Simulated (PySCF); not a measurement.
C4H5FOSi: geometry relaxation

C4H5FOSi, SMILES O=C1CC(F)=C[SiH2]1, computed with PBE0-D3(BJ)/def2-SVP geometry optimisation, gas phase (PySCF 2.14.0).

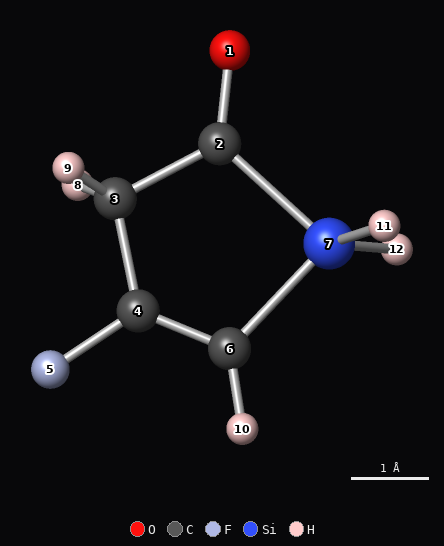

Figure 1. The starting structure (ball-and-stick view, seen on its broad side; atoms are numbered from 1 in the order of the input). Bond lengths as drawn: C–C 1.29 to 1.54 Å, C–F 1.38 Å, C–H 1.06 to 1.07 Å, C–O 1.23 Å, C–Si 1.89 to 1.95 Å and H–Si 1.44 to 1.47 Å.

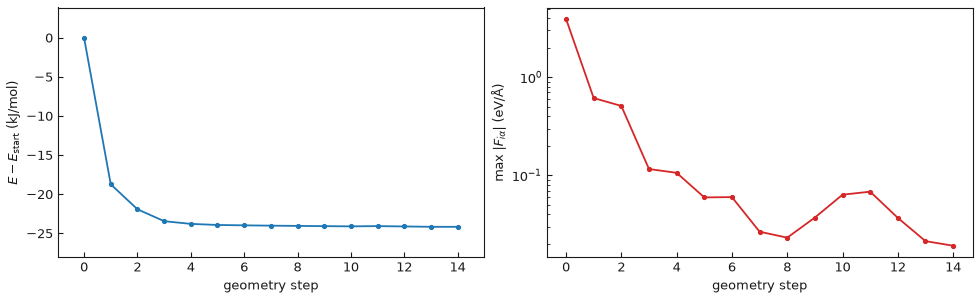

Figure 2. Progress of the relaxation, step by step (steps are counted from 0).

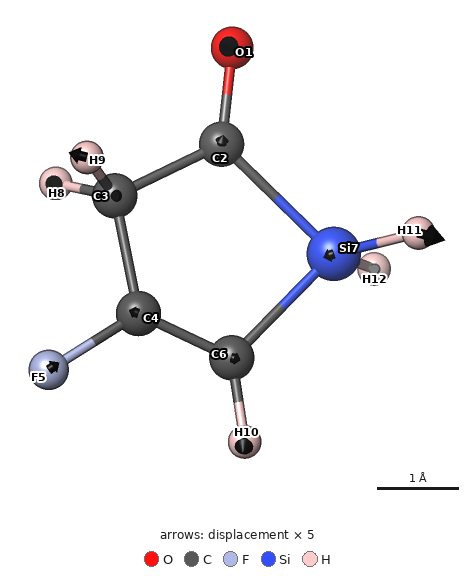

Figure 3. The starting structure with the displacements as black arrows, magnified 5 times (ball-and-stick view, seen at a tilt). The two geometries are laid on each other by the best rigid fit. The atom that moves furthest after the best rigid fit is H11 (0.076 Å). Largest moves by element: H 0.076 Å, O 0.065 Å, F 0.033 Å, Si 0.028 Å, C 0.027 Å. Among the contacts that change: Si7–H11 1.442 → 1.493 Å, C4–C6 1.295 → 1.342 Å, C4–F5 1.375 → 1.329 Å, C3–H9 1.062 → 1.104 Å. Among the angles that change: H11–Si7–H12 112.9° → 108.8°, Si7–C6–H10 127.5° → 130.5°, O1–C2–Si7 126.5° → 129.2°. Over 14 geometry steps the energy falls by 24.2 kJ/mol. The largest force component goes from 3.9 to 0.019 eV/Å. (Atoms are counted from 1 in the order of the input.)

The input that produced these results follows, with the program's output.

### The input
```
{"job": {"xc": "PBE0", "basis": "def2-SVP", "d3": "d3bj", "grid": 1, "shake": 0.01, "kind": "geom"}, "charge": 0, "multiplicity": 1}
O      0.225260    -2.428940     0.744260
C      0.129280    -1.256650     0.389640
C     -1.174390    -0.621260    -0.121280
C     -0.838810     0.807490    -0.456400
F     -1.930250     1.498080    -0.929470
C      0.332160     1.338690    -0.305230
Si     1.557090     0.067830     0.365490
H     -1.916600    -0.689950     0.648330
H     -1.525720    -1.162020    -0.965150
H      0.521760     2.361290    -0.542750
H      2.607840    -0.300280    -0.551260
H      2.052080     0.357460     1.714800
```

The first line tells a small driver script what to run in PySCF; the rest is the geometry in Å.

Launched with:
```bash
OMP_NUM_THREADS=1 python <driver script> task.json out
```

### Output
```
step   0  E = -619.14214029  max force = 0.076651
step   1  E = -619.14927503  max force = 0.011948
step   2  E = -619.15048812  max force = 0.009929
step   3  E = -619.15106897  max force = 0.002260
step   4  E = -619.15120024  max force = 0.002067
step   5  E = -619.15125398  max force = 0.001160
step   6  E = -619.15127125  max force = 0.001168
step   7  E = -619.15128765  max force = 0.000518
step   8  E = -619.15129906  max force = 0.000451
step   9  E = -619.15131143  max force = 0.000724
step  10  E = -619.15132073  max force = 0.001237
step  11  E = -619.15130932  max force = 0.001327
step  12  E = -619.15132540  max force = 0.000717
step  13  E = -619.15134312  max force = 0.000416
step  14  E = -619.15134416  max force = 0.000374
optimisation converged
```

### Trajectory as extended XYZ (Å, eV, eV/Å), 15 frames, from step=0 to step=14
```
12
Properties=species:S:1:pos:R:3:forces:R:3 step=0 energy=-16847.71578
O     0.2253   -2.4289    0.7443   -0.3487   1.8689  -0.5967
C     0.1293   -1.2567    0.3896    0.2629  -1.9843   0.5714
C    -1.1744   -0.6213   -0.1213    1.9624   0.9250   0.5245
C    -0.8388    0.8075   -0.4564   -3.9415  -0.8229  -0.7021
F    -1.9303    1.4981   -0.9295    1.2125  -0.5764   0.4577
C     0.3322    1.3387   -0.3052    2.7860   0.1377   0.6518
Si    1.5571    0.0678    0.3655   -1.6437   0.3801  -0.0532
H    -1.9166   -0.6899    0.6483   -0.8644  -0.0153   0.7687
H    -1.5257   -1.1620   -0.9651   -0.5544  -0.7270  -1.2146
H     0.5218    2.3613   -0.5427    0.0566   0.9373  -0.2645
H     2.6078   -0.3003   -0.5513    0.7969  -0.2109  -0.5376
H     2.0521    0.3575    1.7148    0.2754   0.0877   0.3945
12
Properties=species:S:1:pos:R:3:forces:R:3 step=1 energy=-16847.90993
O    -0.1792   -2.2286    1.2031    0.3506  -0.4973   0.1420
C    -0.0057   -1.2295    0.5656   -0.5207   0.5495  -0.0837
C    -1.1788   -0.5585   -0.1650   -0.2650  -0.2015  -0.1009
C    -0.7550    0.7932   -0.6172    0.6144   0.3687  -0.1298
F    -1.6613    1.5013   -1.2776   -0.3213  -0.0550   0.0431
C     0.4833    1.2804   -0.4033   -0.3117  -0.3602   0.2031
Si    1.5112   -0.0160    0.4494    0.1669   0.1756  -0.1043
H    -2.0206   -0.5141    0.5561    0.0472   0.0589  -0.2061
H    -1.5289   -1.1834   -1.0161    0.1116   0.1163   0.2033
H     0.7180    2.2970   -0.7274    0.0855  -0.0685  -0.0568
H     2.6488   -0.5084   -0.3860   -0.0036  -0.0686   0.0651
H     2.0072    0.3474    1.8076    0.0460  -0.0179   0.0247
12
Properties=species:S:1:pos:R:3:forces:R:3 step=2 energy=-16847.94294
O    -0.1097   -2.2456    1.2045   -0.2118   0.0316  -0.2048
C    -0.0278   -1.2171    0.5865    0.2215   0.3000  -0.0717
C    -1.1880   -0.5465   -0.1727    0.0196  -0.5106   0.3741
C    -0.7498    0.8044   -0.6169    0.0053  -0.0104  -0.0304
F    -1.7012    1.4790   -1.2556    0.1004   0.1442   0.0204
C     0.4847    1.2837   -0.3946   -0.2212   0.0278  -0.0796
Si    1.5047   -0.0092    0.4568    0.0312  -0.0326   0.0524
H    -2.0532   -0.4902    0.5118   -0.0631   0.0557  -0.0796
H    -1.5116   -1.1705   -1.0259    0.0477   0.0060   0.0229
H     0.7404    2.2880   -0.7377    0.0455   0.0036  -0.0149
H     2.6255   -0.5367   -0.3783    0.0029  -0.0464   0.0314
H     2.0250    0.3416    1.8113    0.0221   0.0311  -0.0202
12
Properties=species:S:1:pos:R:3:forces:R:3 step=3 energy=-16847.95874
O    -0.1231   -2.2483    1.1715    0.0189  -0.0027  -0.0513
C    -0.0231   -1.2021    0.5860   -0.0243  -0.0519   0.0024
C    -1.1916   -0.5533   -0.1653    0.0643   0.0630   0.1158
C    -0.7577    0.8036   -0.6147   -0.0812  -0.0672   0.0283
F    -1.7005    1.5021   -1.2421    0.0789  -0.0070   0.0301
C     0.4784    1.2754   -0.3951    0.0132   0.1162  -0.1075
Si    1.5128   -0.0018    0.4639   -0.0739  -0.0445   0.0243
H    -2.0672   -0.4965    0.5038   -0.0336   0.0142  -0.0030
H    -1.4993   -1.1819   -1.0177    0.0304  -0.0478  -0.0417
H     0.7409    2.2738   -0.7510    0.0137   0.0234   0.0119
H     2.6291   -0.5510   -0.3629   -0.0040  -0.0271   0.0165
H     2.0405    0.3608    1.8128   -0.0025   0.0315  -0.0258
12
Properties=species:S:1:pos:R:3:forces:R:3 step=4 energy=-16847.96232
O    -0.1177   -2.2596    1.1560    0.0164  -0.0208  -0.0293
C    -0.0242   -1.2042    0.5864    0.0084  -0.0205   0.0399
C    -1.1908   -0.5531   -0.1580   -0.0163   0.1063   0.0132
C    -0.7578    0.8049   -0.6098   -0.0173   0.0015   0.0008
F    -1.6971    1.5080   -1.2342   -0.0338  -0.0279   0.0029
C     0.4791    1.2797   -0.4021    0.0746  -0.0215  -0.0220
Si    1.5063   -0.0010    0.4656   -0.0130   0.0077  -0.0033
H    -2.0724   -0.4963    0.5037   -0.0104  -0.0022  -0.0016
H    -1.4889   -1.1837   -1.0134    0.0048  -0.0215  -0.0259
H     0.7455    2.2764   -0.7616   -0.0150  -0.0055   0.0188
H     2.6210   -0.5658   -0.3524    0.0030  -0.0167   0.0089
H     2.0361    0.3754    1.8090   -0.0013   0.0211  -0.0022
12
Properties=species:S:1:pos:R:3:forces:R:3 step=5 energy=-16847.96378
O    -0.1136   -2.2699    1.1364    0.0361  -0.0198  -0.0064
C    -0.0238   -1.2043    0.5855   -0.0263  -0.0292   0.0545
C    -1.1917   -0.5495   -0.1525    0.0122   0.0597  -0.0303
C    -0.7572    0.8064   -0.6061   -0.0395  -0.0026  -0.0081
F    -1.7042    1.5048   -1.2238   -0.0115   0.0257  -0.0138
C     0.4829    1.2791   -0.4101    0.0327  -0.0504  -0.0030
Si    1.5047    0.0005    0.4684    0.0098   0.0126  -0.0192
H    -2.0775   -0.4931    0.5042    0.0130  -0.0061   0.0025
H    -1.4838   -1.1805   -1.0110   -0.0085   0.0017   0.0012
H     0.7504    2.2746   -0.7711   -0.0153  -0.0009   0.0116
H     2.6197   -0.5802   -0.3382    0.0031  -0.0013   0.0050
H     2.0334    0.3931    1.8074   -0.0059   0.0107   0.0060
12
Properties=species:S:1:pos:R:3:forces:R:3 step=6 energy=-16847.96425
O    -0.1006   -2.2810    1.1219   -0.0163   0.0148  -0.0252
C    -0.0222   -1.2070    0.5856    0.0173   0.0143   0.0378
C    -1.1925   -0.5474   -0.1479   -0.0469  -0.0215  -0.0601
C    -0.7614    0.8075   -0.6058    0.0458   0.0189   0.0142
F    -1.7075    1.5130   -1.2176   -0.0074  -0.0292   0.0083
C     0.4830    1.2731   -0.4189    0.0095  -0.0131   0.0020
Si    1.5035    0.0018    0.4699    0.0144   0.0016  -0.0201
H    -2.0787   -0.4921    0.5081    0.0122  -0.0101   0.0095
H    -1.4837   -1.1785   -1.0075   -0.0191   0.0043   0.0241
H     0.7499    2.2687   -0.7791   -0.0030   0.0108  -0.0006
H     2.6216   -0.5889   -0.3254    0.0024   0.0085   0.0034
H     2.0278    0.4116    1.8059   -0.0090   0.0008   0.0067
12
Properties=species:S:1:pos:R:3:forces:R:3 step=7 energy=-16847.96469
O    -0.0998   -2.2814    1.1195   -0.0011   0.0007  -0.0104
C    -0.0208   -1.2071    0.5843    0.0004   0.0106   0.0113
C    -1.1927   -0.5482   -0.1482   -0.0004  -0.0213  -0.0267
C    -0.7605    0.8062   -0.6063    0.0086   0.0031   0.0083
F    -1.7095    1.5092   -1.2161    0.0007  -0.0014  -0.0023
C     0.4838    1.2726   -0.4212   -0.0081  -0.0016   0.0006
Si    1.5047    0.0032    0.4687    0.0095  -0.0044  -0.0090
H    -2.0755   -0.4932    0.5123    0.0061   0.0034   0.0085
H    -1.4890   -1.1797   -1.0055   -0.0099   0.0033   0.0145
H     0.7484    2.2696   -0.7801   -0.0016   0.0025  -0.0020
H     2.6256   -0.5845   -0.3245    0.0025   0.0046   0.0039
H     2.0245    0.4141    1.8063   -0.0067   0.0005   0.0032
12
Properties=species:S:1:pos:R:3:forces:R:3 step=8 energy=-16847.96500
O    -0.0929   -2.2845    1.1124    0.0084  -0.0111   0.0003
C    -0.0166   -1.2082    0.5813   -0.0095   0.0111  -0.0108
C    -1.1924   -0.5502   -0.1469    0.0232  -0.0170   0.0062
C    -0.7615    0.8037   -0.6072   -0.0111  -0.0061  -0.0012
F    -1.7136    1.5050   -1.2142    0.0047   0.0088  -0.0064
C     0.4829    1.2715   -0.4262   -0.0158   0.0110   0.0061
Si    1.5060    0.0064    0.4669    0.0017  -0.0062  -0.0013
H    -2.0692   -0.4940    0.5214    0.0007   0.0109   0.0065
H    -1.4973   -1.1827   -0.9999   -0.0034   0.0006   0.0023
H     0.7437    2.2699   -0.7841    0.0018  -0.0041  -0.0049
H     2.6327   -0.5770   -0.3209    0.0028   0.0020   0.0030
H     2.0174    0.4211    1.8067   -0.0035   0.0001   0.0002
12
Properties=species:S:1:pos:R:3:forces:R:3 step=9 energy=-16847.96534
O    -0.0749   -2.2923    1.0966    0.0151  -0.0175   0.0059
C    -0.0075   -1.2109    0.5749   -0.0140   0.0078  -0.0255
C    -1.1913   -0.5546   -0.1421    0.0351  -0.0079   0.0372
C    -0.7652    0.7986   -0.6086   -0.0219  -0.0117  -0.0103
F    -1.7224    1.4961   -1.2119    0.0051   0.0124  -0.0096
C     0.4788    1.2701   -0.4351   -0.0192   0.0221   0.0158
Si    1.5076    0.0138    0.4637   -0.0073  -0.0054   0.0055
H    -2.0573   -0.4953    0.5399   -0.0035   0.0138   0.0034
H    -1.5111   -1.1889   -0.9877    0.0016  -0.0030  -0.0112
H     0.7331    2.2701   -0.7936    0.0052  -0.0104  -0.0090
H     2.6450   -0.5616   -0.3140    0.0026   0.0006   0.0006
H     2.0043    0.4357    1.8070    0.0010  -0.0008  -0.0027
12
Properties=species:S:1:pos:R:3:forces:R:3 step=10 energy=-16847.96559
O    -0.0330   -2.3092    1.0621    0.0180  -0.0184   0.0077
C     0.0126   -1.2164    0.5622   -0.0121  -0.0012  -0.0326
C    -1.1883   -0.5646   -0.1299    0.0367   0.0100   0.0636
C    -0.7746    0.7876   -0.6103   -0.0310  -0.0141  -0.0218
F    -1.7418    1.4749   -1.2095    0.0067   0.0082  -0.0087
C     0.4672    1.2694   -0.4503   -0.0185   0.0294   0.0288
Si    1.5096    0.0309    0.4578   -0.0175  -0.0017   0.0128
H    -2.0334   -0.4990    0.5779   -0.0054   0.0105  -0.0012
H    -1.5353   -1.2024   -0.9611    0.0057  -0.0066  -0.0244
H     0.7093    2.2706   -0.8139    0.0082  -0.0147  -0.0145
H     2.6668   -0.5264   -0.3027    0.0018   0.0001  -0.0044
H     1.9800    0.4654    1.8069    0.0074  -0.0016  -0.0051
12
Properties=species:S:1:pos:R:3:forces:R:3 step=11 energy=-16847.96528
O     0.0360   -2.3330    1.0082    0.0084  -0.0072   0.0060
C     0.0452   -1.2239    0.5433    0.0015  -0.0168  -0.0252
C    -1.1822   -0.5812   -0.1085    0.0209   0.0292   0.0683
C    -0.7914    0.7698   -0.6110   -0.0275  -0.0107  -0.0285
F    -1.7734    1.4370   -1.2088    0.0060  -0.0017  -0.0038
C     0.4447    1.2709   -0.4684   -0.0092   0.0280   0.0361
Si    1.5111    0.0598    0.4491   -0.0244   0.0056   0.0176
H    -1.9962   -0.5082    0.6349   -0.0049   0.0001  -0.0048
H    -1.5658   -1.2247   -0.9184    0.0081  -0.0100  -0.0310
H     0.6687    2.2718   -0.8443    0.0075  -0.0153  -0.0168
H     2.6947   -0.4660   -0.2921    0.0002   0.0003  -0.0109
H     1.9479    0.5083    1.8053    0.0133  -0.0017  -0.0070
12
Properties=species:S:1:pos:R:3:forces:R:3 step=12 energy=-16847.96572
O     0.0528   -2.3361    1.0008    0.0052  -0.0012   0.0020
C     0.0533   -1.2246    0.5412    0.0054  -0.0195  -0.0086
C    -1.1800   -0.5862   -0.1023    0.0006   0.0311   0.0369
C    -0.7971    0.7654   -0.6097   -0.0140  -0.0059  -0.0186
F    -1.7812    1.4244   -1.2130    0.0011  -0.0071   0.0018
C     0.4356    1.2745   -0.4664    0.0020   0.0147   0.0231
Si    1.5107    0.0682    0.4475   -0.0172   0.0090   0.0125
H    -1.9900   -0.5140    0.6456   -0.0020  -0.0068  -0.0051
H    -1.5662   -1.2311   -0.9103    0.0062  -0.0071  -0.0186
H     0.6565    2.2732   -0.8494    0.0034  -0.0076  -0.0106
H     2.6958   -0.4477   -0.2985   -0.0012   0.0004  -0.0096
H     1.9490    0.5147    1.8037    0.0107   0.0001  -0.0052
12
Properties=species:S:1:pos:R:3:forces:R:3 step=13 energy=-16847.96620
O     0.0765   -2.3376    0.9978   -0.0021   0.0090  -0.0024
C     0.0645   -1.2243    0.5428    0.0079  -0.0087   0.0115
C    -1.1764   -0.5940   -0.0935   -0.0163   0.0072  -0.0214
C    -0.8067    0.7598   -0.6050    0.0082   0.0014   0.0082
F    -1.7945    1.4043   -1.2172   -0.0055  -0.0040   0.0055
C     0.4200    1.2825   -0.4583    0.0075  -0.0116  -0.0088
Si    1.5097    0.0816    0.4453    0.0040   0.0072   0.0015
H    -1.9868   -0.5296    0.6546    0.0013  -0.0107  -0.0014
H    -1.5565   -1.2411   -0.9037    0.0013   0.0007   0.0075
H     0.6368    2.2771   -0.8540   -0.0058   0.0064   0.0048
H     2.6900   -0.4217   -0.3176   -0.0025   0.0014  -0.0039
H     1.9625    0.5240    1.7979    0.0019   0.0017  -0.0012
12
Properties=species:S:1:pos:R:3:forces:R:3 step=14 energy=-16847.96623
O     0.0886   -2.3379    0.9964   -0.0028   0.0065   0.0005
C     0.0708   -1.2240    0.5428    0.0056  -0.0033   0.0069
C    -1.1744   -0.5986   -0.0905   -0.0111  -0.0002  -0.0192
C    -0.8114    0.7566   -0.6027    0.0087   0.0014   0.0095
F    -1.8027    1.3961   -1.2143   -0.0049  -0.0010   0.0054
C     0.4133    1.2849   -0.4576    0.0057  -0.0110  -0.0143
Si    1.5102    0.0881    0.4426    0.0049   0.0045  -0.0003
H    -1.9834   -0.5385    0.6594    0.0005  -0.0079  -0.0006
H    -1.5534   -1.2470   -0.9001    0.0019   0.0010   0.0076
H     0.6255    2.2795   -0.8554   -0.0068   0.0071   0.0078
H     2.6897   -0.4097   -0.3253   -0.0022   0.0012  -0.0025
H     1.9664    0.5313    1.7938    0.0004   0.0018  -0.0007
```

### Key numbers

```tsv
quantity	value
outcome	converged
total energy	−619.151344 hartree
dipole moment	1.51 D
point group	C1
hardware	1 CPU thread, shared host
wall time	99 s
peak memory	0.55 GiB
```
